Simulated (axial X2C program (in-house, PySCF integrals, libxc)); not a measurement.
**SiLi: from the state search to constants**

Aim: find the lowest determinant of SiLi, scan the bond at several levels and fit the constants, once spin-free and once with spin–orbit coupling.

The runs use an in-house X2C program for linear molecules on PySCF integrals; all-electron X2C, Si dyall-v3z, Li dyall-cv3z.

All values are calculated.

**1. Set-up**

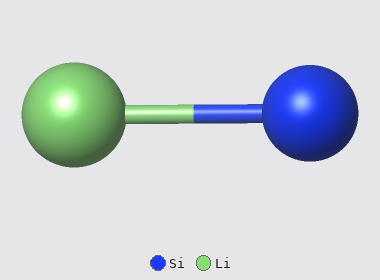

The two atoms at 2.490 Å (silicon blue, lithium green).

File task.json:

```json
{"zs": [14, 3], "q": 0, "bas": ["dyall-v3z", "dyall-cv3z"], "levels": ["PBE0", "HF", "PBE"], "cc": true, "r0": 2.49, "thr": -2.0, "nmax": 90, "npts": 10, "nst": 2, "ntry": 6}
```

Keys: zs atomic numbers; q charge; bas basis sets; levels methods (HF also brings MP2); cc coupled cluster on or off; r0 starting distance in Å; thr threshold in hartree for freezing inner shells (an s shell follows its p shell); nmax most natural virtual spinors; npts points asked for on the curve; nst determinants followed; ntry starts of the search.

Launch:

```
python so2c.py task.json out
```

Spin-free means the one-electron spin-free X2C Hamiltonian; two-component (2c) means X2C with spin–orbit coupling and atomic mean-field two-electron Coulomb and Gaunt terms. Basis: Si dyall-v3z contracted to [8s7p2d1f], Li dyall-cv3z contracted to [7s8p2d]; Gaussian nuclei, density fitting. Masses: Si 27.977 u, Li 7.016 u.

Notation: σ, π±, δ± give the projection m of an orbital's angular momentum (0, ±1, ±2), α and β its spin, Λ and M_S the sums; ω is the projection of a spinor's total angular momentum and Ω the sum. Logs are in hartree.

The results follow Hamiltonian by Hamiltonian and level by level.

**2. Search for the lowest determinant**

PBE0 moves the distance from 2.490 Å to 2.368 Å and compares determinants there.

Spin-free determinants:

| ΔE (eV) | state | open shells |
| --- | --- | --- |
| 0.00 | M_S = 3/2, Λ = 0 | beyond closed shells: σα, π+α, π-α |
| 0.53 | M_S = 1/2, Λ = 0 | beyond closed shells: σβ, π+α, π-α |
| 0.72 | M_S = 1/2, Λ = 1 | beyond closed shells: π+α |
| 1.03 | M_S = 1/2, Λ = 0 | beyond closed shells: σα, π+β, π-α |
| 1.03 | M_S = 1/2, Λ = 2 | beyond closed shells: σα, π+α, π+β |
| 2.12 | M_S = 1/2, Λ = 1 | beyond closed shells: π+α, π+β, π-α |
| 2.35 | M_S = 3/2, Λ = 1 | beyond closed shells: 2 × σα, π+α |

Two-component determinants:

```
ΔE (eV)    state                                  open shells
   0.00  Ω = 3/2                excess of +ω over −ω: ω = 3/2
   0.53  Ω = 1/2  excess of +ω over −ω: 2 × ω = -1/2, ω = 3/2
   0.72  Ω = 1/2                excess of +ω over −ω: ω = 1/2
   1.03  Ω = 5/2   excess of +ω over −ω: 2 × ω = 1/2, ω = 3/2
   1.04  Ω = 1/2                excess of +ω over −ω: ω = 1/2
   3.59  Ω = 7/2   excess of +ω over −ω: ω = 1/2, 2 × ω = 3/2
   4.25  Ω = 5/2  excess of +ω over −ω: ω = -1/2, 2 × ω = 3/2
```

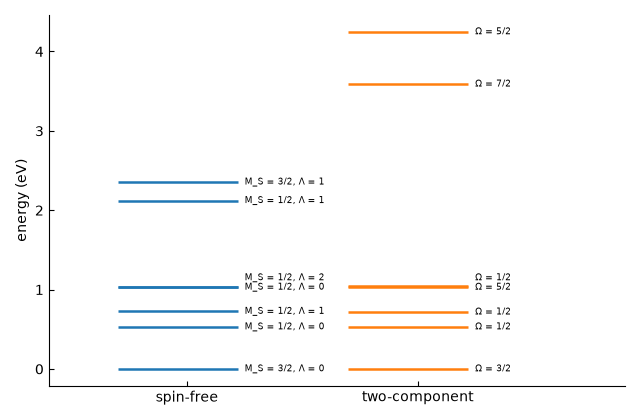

The determinants found, each set from its own lowest.

**3. PBE0, spin-free**

State followed: M_S = 3/2, Λ = 0 (beyond closed shells: σα, π+α, π-α). The scan is laid around 2.368 Å, a first estimate of the minimum, and this SCF restarts from the orbitals of the search.

Output at 2.368 Å:

```text
spin-free X2C-1e  PBE0
basis functions 87  fitting functions 485  grid points 4361
iter        total energy     max residual
   1       -297.402970308     2.55e-06
   2       -297.402970308     1.02e-06
converged
one-electron -430.88075964  Coulomb 146.76408634  exact exchange -5.55134893  xc functional -17.12069252  nuclear repulsion 9.38574445
```

Along the bond, energies from the lowest point:

```tsv
R (Å)	E (eV)	μ (D)	HOMO (eV)	LUMO (eV)	iterations
2.060	0.2744	5.06	-4.94	-1.57	10
2.155	0.1165	5.33	-4.84	-1.63	10
2.226	0.0470	5.54	-4.77	-1.67	10
2.297	0.0103	5.75	-4.70	-1.70	9
2.368	0.0000	5.96	-4.63	-1.74	2
2.451	0.0142	6.20	-4.56	-1.77	9
2.534	0.0499	6.44	-4.50	-1.80	9
2.640	0.1190	6.74	-4.42	-1.83	9
2.771	0.2267	7.08	-4.34	-1.88	9
2.960	0.4075	7.52	-4.25	-2.02	10
```

Dipoles are positive if Li is the positive end.

Outer orbitals at the reference distance:

```tsv
symmetry	occupied	ε (eV)	atomic character
σα	yes	-11.96	72% Si s, 14% Li p, 9% Li s
σβ	yes	-9.23	72% Si s, 14% Li p, 9% Li s
σα	yes	-5.39	77% Si p, 14% Li s, 6% Li p
π-α	yes	-4.63	80% Si p, 15% Li p, 5% Li d
π+α	yes	-4.63	80% Si p, 15% Li p, 5% Li d
σβ	no	-1.74	59% Si p, 32% Li s, 5% Li p
σα	no	-1.60	61% Li s, 33% Li p, 4% Si p
π-β	no	-1.10	63% Si p, 33% Li p, 3% Li d
π+β	no	-1.10	63% Si p, 33% Li p, 3% Li d
```

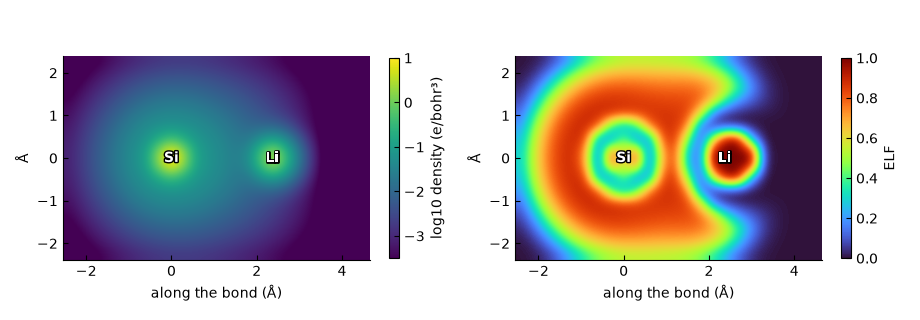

PBE0 fields in a plane through the axis, from a grid of 0.3 Å; Si lies at z = 0 and Li at z = 2.368 Å; the ELF is damped to zero where the density is low.

Re = 2.365 Å, ωe = 450 cm⁻¹, ωexe = 3.27 cm⁻¹, Be = 0.5375 cm⁻¹, De = 1.82 eV, μ = 5.95 D.

**4. HF, spin-free**

Output at 2.368 Å:

```text
spin-free X2C-1e  HF
basis functions 87  fitting functions 485  grid points 4361
iter        total energy     max residual
   1       -296.936324567     6.78e-02
   2       -296.942696338     3.37e-03
   3       -296.942922614     9.57e-04
   4       -296.942973580     7.15e-04
   5       -296.943004223     4.44e-04
   6       -296.943017148     2.09e-04
   7       -296.943020268     6.28e-05
   8       -296.943020796     3.26e-05
   9       -296.943020885     5.66e-06
  10       -296.943020887     1.91e-06
  11       -296.943020887     1.07e-06
converged
one-electron -430.82281488  Coulomb 146.73349774  exact exchange -22.23944820  xc functional 0.00000000  nuclear repulsion 9.38574445
```

Re = 2.393 Å, ωe = 446 cm⁻¹, ωexe = 3.32 cm⁻¹, Be = 0.5248 cm⁻¹, De = 1.27 eV, μ = 6.60 D.

**5. PBE, spin-free**

The SCF at the reference distance of 2.368 Å:

```text
spin-free X2C-1e  PBE
basis functions 87  fitting functions 485  grid points 4361
iter        total energy     max residual
   1       -297.374137348     2.60e-02
   2       -297.375216691     1.43e-03
   3       -297.375137232     1.96e-03
   4       -297.375286408     4.89e-04
   5       -297.375290346     1.99e-04
   6       -297.375290827     1.05e-05
   7       -297.375290832     5.23e-06
   8       -297.375290833     1.43e-06
converged
one-electron -430.79939595  Coulomb 146.66693886  exact exchange 0.00000000  xc functional -22.62857819  nuclear repulsion 9.38574445
```

Re = 2.376 Å, ωe = 438 cm⁻¹, ωexe = 3.35 cm⁻¹, Be = 0.5324 cm⁻¹, De = 1.84 eV, μ = 5.61 D.

**6. MP2 and beyond, spin-free**

Correlated methods: 5 electrons correlated (frozen shells, counted by type: Si 2 s, 1 p; Li 1 s), 143 virtual spinors in MP2, 61 natural virtuals in coupled cluster.

Output of the correlated part at 2.368 Å:

```text
correlated 5  virtual 143  natural virtual 61  E(MP2) -0.076144413  MP2 remainder -0.000506365
iter   CCSD correlation   residual
   1     -0.088140433   9.43e-02
   2     -0.091708662   2.89e-02
   3     -0.091993870   7.56e-03
   4     -0.092019926   2.79e-03
   5     -0.092018868   9.69e-04
   6     -0.092028418   2.90e-04
   7     -0.092028862   7.03e-05
   8     -0.092028601   1.93e-05
   9     -0.092028608   5.57e-06
(T) -0.004424545  T1 0.0168  D1 0.0286  max T2 0.057
```

T1 in the output is the amplitude norm over the root of the electron number; divide by √2 for the Lee–Taylor value.

MP2: Re = 2.390 Å, ωe = 449 cm⁻¹, Be = 0.526 cm⁻¹, De = 1.79 eV.

CCSD: Re = 2.386 Å, ωe = 449 cm⁻¹, ωexe = 3.12 cm⁻¹, Be = 0.5281 cm⁻¹, De = 1.74 eV. T1 at Re = 0.012 (Lee–Taylor, the printed value over √2).

CCSD(T): Re = 2.387 Å, ωe = 448 cm⁻¹, ωexe = 3.07 cm⁻¹, Be = 0.5273 cm⁻¹, De = 1.80 eV. T1 at Re = 0.012 (Lee–Taylor, the printed value over √2).

**7. A higher determinant, spin-free**

State: M_S = 1/2, Λ = 0 (beyond closed shells: σβ, π+α, π-α).

Output at the reference distance:

```text
spin-free X2C-1e  PBE0
basis functions 87  fitting functions 485  grid points 4361
iter        total energy     max residual
   1       -297.383531613     9.44e-06
   2       -297.383531614     4.73e-06
converged
one-electron -430.82303371  Coulomb 146.70957099  exact exchange -5.54593677  xc functional -17.10987657  nuclear repulsion 9.38574445
```

```tsv
R (Å)	E above the lowest PBE0 point (eV)
2.060	0.844
2.155	0.674
2.226	0.595
2.297	0.549
2.368	0.529
2.451	0.531
2.534	0.554
2.640	0.605
2.771	0.689
```

Re = 2.402 Å, ωe = 418 cm⁻¹, ωexe = 3.98 cm⁻¹, Be = 0.5211 cm⁻¹, μ = 6.26 D. ⟨S²⟩ = 1.77 against 0.75 for a pure state, so this determinant mixes spins. Te = 0.53 eV.

**8. The spin-free curves together**

Energy (eV) of the followed determinant, spin-free, from each level's lowest point:

```tsv
R (Å)	PBE0	HF	MP2	CCSD	CCSD(T)	PBE
2.060	0.274	0.329	0.325	n/a	n/a	0.284
2.155	0.116	0.150	0.148	0.142	0.144	0.124
2.226	0.047	0.067	0.066	0.062	0.064	0.053
2.297	0.010	0.020	0.019	0.017	0.018	0.013
2.368	0.000	0.000	0.000	0.000	0.000	0.000
2.451	0.014	0.005	0.006	0.008	0.007	0.010
2.534	0.050	0.034	0.036	0.038	0.037	0.042
2.640	0.119	0.095	0.100	0.103	0.101	0.104
2.771	0.227	0.197	0.206	n/a	n/a	0.204
2.960	0.408	0.371	0.392	n/a	n/a	0.372
```

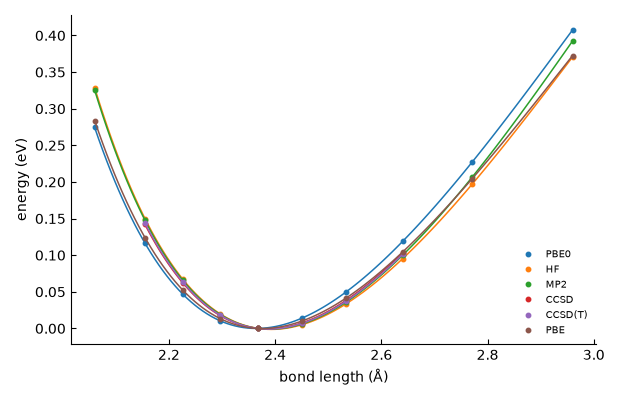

Curves of the followed state, spin-free, each from its own lowest point.

**9. PBE0, 2c**

State followed: Ω = 3/2 (excess of +ω over −ω: ω = 3/2). The scan is laid around 2.368 Å, a first estimate of the minimum, and this SCF restarts from the orbitals of the search.

The SCF at the reference distance of 2.368 Å:

```text
two-component X2C + atomic mean field  PBE0
basis functions 87  fitting functions 485  grid points 4361
iter        total energy     max residual
   1       -297.365962110     2.12e-05
   2       -297.365962151     1.39e-05
   3       -297.365962167     9.70e-06
   4       -297.365962182     1.30e-06
   5       -297.365962182     8.38e-07
converged
one-electron -430.78162816  Coulomb 146.73488158  exact exchange -5.55034012  xc functional -17.11755693  nuclear repulsion 9.38574445  atomic mean-field constant -0.03706300
```

Along the bond, energies from the lowest point:

```tsv
R (Å)	E (eV)	μ (D)	HOMO (eV)	LUMO (eV)	iterations
2.060	0.2747	5.06	-4.93	-1.57	10
2.155	0.1167	5.33	-4.83	-1.63	10
2.226	0.0471	5.54	-4.76	-1.67	10
2.297	0.0103	5.75	-4.69	-1.70	10
2.368	0.0000	5.96	-4.63	-1.74	5
2.451	0.0141	6.20	-4.56	-1.77	9
2.534	0.0498	6.44	-4.49	-1.80	9
2.640	0.1188	6.74	-4.42	-1.83	9
2.771	0.2265	7.08	-4.33	-1.88	9
2.960	0.4072	7.52	-4.24	-2.02	10
```

Dipoles are positive if Li is the positive end.

Outer spinors at the reference distance:

| ω | occupied | ε (eV) | atomic character | λ mixture |
| --- | --- | --- | --- | --- |
| 1/2 | yes | -11.96 | 72% Si s, 14% Li p, 9% Li s | 100% σ |
| -1/2 | yes | -9.24 | 72% Si s, 14% Li p, 9% Li s | 100% σ |
| 1/2 | yes | -5.39 | 77% Si p, 14% Li s, 6% Li p | 100% σ |
| -1/2 | yes | -4.64 | 80% Si p, 15% Li p, 5% Li d | 100% π |
| 3/2 | yes | -4.63 | 80% Si p, 15% Li p, 5% Li d | 100% π |
| -1/2 | no | -1.74 | 59% Si p, 32% Li s, 5% Li p | 100% σ |
| 1/2 | no | -1.60 | 61% Li s, 33% Li p, 4% Si p | 100% σ |
| 1/2 | no | -1.10 | 64% Si p, 33% Li p, 3% Li d | 100% π |
| -3/2 | no | -1.09 | 63% Si p, 33% Li p, 3% Li d | 100% π |

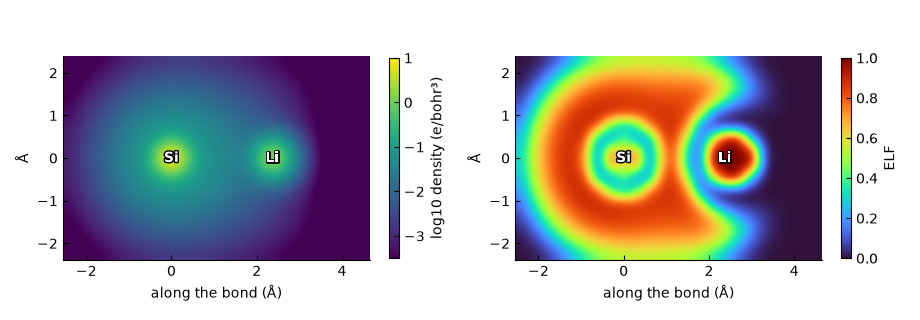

PBE0 fields in a plane through the axis, from a grid of 0.3 Å; Si lies at z = 0 and Li at z = 2.368 Å; the ELF is damped to zero where the density is low.

Re = 2.365 Å, ωe = 450 cm⁻¹, ωexe = 3.27 cm⁻¹, Be = 0.5374 cm⁻¹, De = 1.82 eV, μ = 5.95 D.

**10. HF, 2c**

The SCF at the reference distance of 2.368 Å:

```text
two-component X2C + atomic mean field  HF
basis functions 87  fitting functions 485  grid points 4361
iter        total energy     max residual
   1       -296.899425610     6.78e-02
   2       -296.905795792     3.37e-03
   3       -296.906022160     9.55e-04
   4       -296.906073151     7.14e-04
   5       -296.906103785     4.43e-04
   6       -296.906116696     2.09e-04
   7       -296.906119844     6.28e-05
   8       -296.906120395     3.26e-05
   9       -296.906120505     1.27e-05
  10       -296.906120520     1.17e-05
  11       -296.906120533     1.07e-05
  12       -296.906120566     7.85e-06
  13       -296.906120605     3.77e-06
  14       -296.906120616     1.21e-06
  15       -296.906120616     4.62e-07
converged
one-electron -430.72360456  Coulomb 146.70420614  exact exchange -22.23540365  xc functional 0.00000000  nuclear repulsion 9.38574445  atomic mean-field constant -0.03706300
```

Re = 2.393 Å, ωe = 445 cm⁻¹, ωexe = 3.32 cm⁻¹, Be = 0.5247 cm⁻¹, De = 1.26 eV, μ = 6.60 D.

**11. PBE, 2c**

Output at 2.368 Å:

```text
two-component X2C + atomic mean field  PBE
basis functions 87  fitting functions 485  grid points 4361
iter        total energy     max residual
   1       -297.337090306     2.60e-02
   2       -297.338169371     1.43e-03
   3       -297.338089828     1.97e-03
   4       -297.338239152     4.89e-04
   5       -297.338243096     1.99e-04
   6       -297.338243577     1.05e-05
   7       -297.338243582     5.23e-06
   8       -297.338243583     1.43e-06
converged
one-electron -430.70023127  Coulomb 146.63769837  exact exchange 0.00000000  xc functional -22.62439213  nuclear repulsion 9.38574445  atomic mean-field constant -0.03706300
```

Re = 2.376 Å, ωe = 438 cm⁻¹, ωexe = 3.35 cm⁻¹, Be = 0.5323 cm⁻¹, De = 1.84 eV, μ = 5.61 D.

**12. Correlated methods, 2c**

Correlated methods: 5 electrons correlated (frozen shells, counted by type: Si 2 s, 1 p; Li 1 s), 143 virtual spinors in MP2, 61 natural virtuals in coupled cluster.

Output of the correlated part at 2.368 Å:

```text
correlated 5  virtual 143  natural virtual 61  E(MP2) -0.076142279  MP2 remainder -0.000506263
iter   CCSD correlation   residual
   1     -0.088138330   9.43e-02
   2     -0.091706845   2.89e-02
   3     -0.091992041   7.56e-03
   4     -0.092018101   2.80e-03
   5     -0.092017060   9.80e-04
   6     -0.092026717   3.06e-04
   7     -0.092027178   9.88e-05
   8     -0.092026880   5.41e-05
   9     -0.092026919   3.53e-05
  10     -0.092027016   1.55e-05
  11     -0.092026907   6.07e-06
  12     -0.092026878   3.76e-06
  13     -0.092026886   3.14e-06
(T) -0.004424406  T1 0.0168  D1 0.0285  max T2 0.057
```

MP2: Re = 2.390 Å, ωe = 449 cm⁻¹, Be = 0.526 cm⁻¹, De = 1.80 eV.

CCSD: Re = 2.386 Å, ωe = 449 cm⁻¹, ωexe = 3.19 cm⁻¹, Be = 0.528 cm⁻¹, De = 1.75 eV. T1 at Re = 0.012 (Lee–Taylor, the printed value over √2).

CCSD(T): Re = 2.388 Å, ωe = 448 cm⁻¹, ωexe = 3.11 cm⁻¹, Be = 0.5272 cm⁻¹, De = 1.80 eV. T1 at Re = 0.012 (Lee–Taylor, the printed value over √2).

**13. A higher determinant, 2c**

State: Ω = 1/2 (excess of +ω over −ω: 2 × ω = -1/2, ω = 3/2).

Output at the reference distance:

```text
two-component X2C + atomic mean field  PBE0
basis functions 87  fitting functions 485  grid points 4361
iter        total energy     max residual
   1       -297.346518782     1.16e-05
   2       -297.346518784     7.66e-06
   3       -297.346518787     9.90e-07
   4       -297.346518787     4.39e-07
converged
one-electron -430.72381591  Coulomb 146.68028587  exact exchange -5.54492888  xc functional -17.10674131  nuclear repulsion 9.38574445  atomic mean-field constant -0.03706300
```

```tsv
R (Å)	E above the lowest PBE0 point (eV)
2.060	0.844
2.155	0.674
2.226	0.596
2.297	0.549
2.368	0.529
2.451	0.531
2.534	0.554
2.640	0.605
2.771	0.688
```

Re = 2.402 Å, ωe = 417 cm⁻¹, ωexe = 3.98 cm⁻¹, Be = 0.521 cm⁻¹, μ = 6.26 D. Te = 0.53 eV.

**14. The 2c curves together**

Energy (eV) of the followed determinant, 2c, from each level's lowest point:

```tsv
R (Å)	PBE0	HF	MP2	CCSD	CCSD(T)	PBE
2.060	0.275	0.329	0.326	n/a	n/a	0.284
2.155	0.117	0.150	0.148	0.142	0.144	0.124
2.226	0.047	0.068	0.066	0.063	0.064	0.053
2.297	0.010	0.020	0.019	0.017	0.018	0.013
2.368	0.000	0.000	0.000	0.000	0.000	0.000
2.451	0.014	0.005	0.006	0.008	0.007	0.010
2.534	0.050	0.034	0.036	0.038	0.037	0.041
2.640	0.119	0.095	0.100	0.103	0.101	0.104
2.771	0.226	0.196	0.206	n/a	n/a	0.204
2.960	0.407	0.370	0.392	n/a	n/a	0.372
```

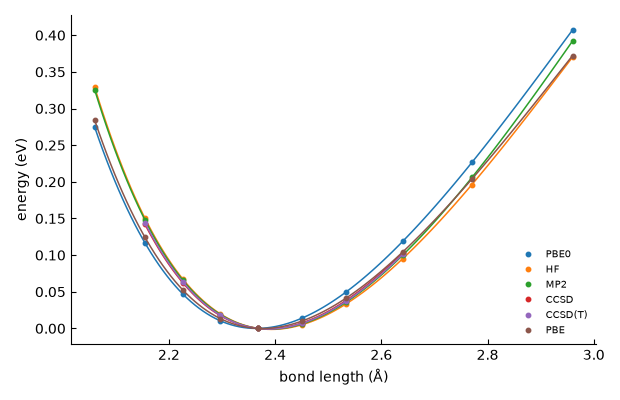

Curves of the followed state, 2c, each from its own lowest point.

The whole job took 24 s on 1 thread, shared host.

**15. Constants**

Lowest determinant that the search found at its distance, spin-free: M_S = 3/2, Λ = 0 (beyond closed shells: σα, π+α, π-α).

Lowest determinant that the search found at its distance, 2c: Ω = 3/2 (excess of +ω over −ω: ω = 3/2).

```
Hamiltonian    level  Re (Å)  ωe (cm⁻¹)  De (eV)  μ (D)
  spin-free     PBE0   2.365        450     1.82   5.95
  spin-free       HF   2.393        446     1.27   6.60
  spin-free      MP2   2.390        449     1.79    n/a
  spin-free     CCSD   2.386        449     1.74    n/a
  spin-free  CCSD(T)   2.387        448     1.80    n/a
  spin-free      PBE   2.376        438     1.84   5.61
         2c     PBE0   2.365        450     1.82   5.95
         2c       HF   2.393        445     1.26   6.60
         2c      MP2   2.390        449     1.80    n/a
         2c     CCSD   2.386        449     1.75    n/a
         2c  CCSD(T)   2.388        448     1.80    n/a
         2c      PBE   2.376        438     1.84   5.61
```

Dipoles are positive if Li is the positive end.

Time per point (s) on 1 thread, shared host (2c runs; CCSD comes with the CCSD(T) run); the times are rough: PBE0 0.14, HF 0.1, MP2 0.12, CCSD(T) 0.51, PBE 0.1.

What this shows: At CCSD(T), going from spin-free to two-component changes Re by 0 mÅ, ωe by 0.0 %, which is small (part of it comes from the scalar share of the two-electron terms). De moves by 0.00 eV; both De rest on single-determinant atoms, which can miss part of an open shell's spin–orbit lowering.

De refers to Si + Li, each in the lowest determinant found, which need not be this curve's own limit. The state is a single determinant with fixed occupations, the lowest that a limited PBE0 search found. Dissociation energies refer to the lowest single-determinant-based atoms at the same level and basis. Density functionals use the spin component along the axis (collinear). CCSD and (T) use frozen natural virtuals with an MP2 correction for the truncation. With several unpaired electrons one determinant need not be a pure state.
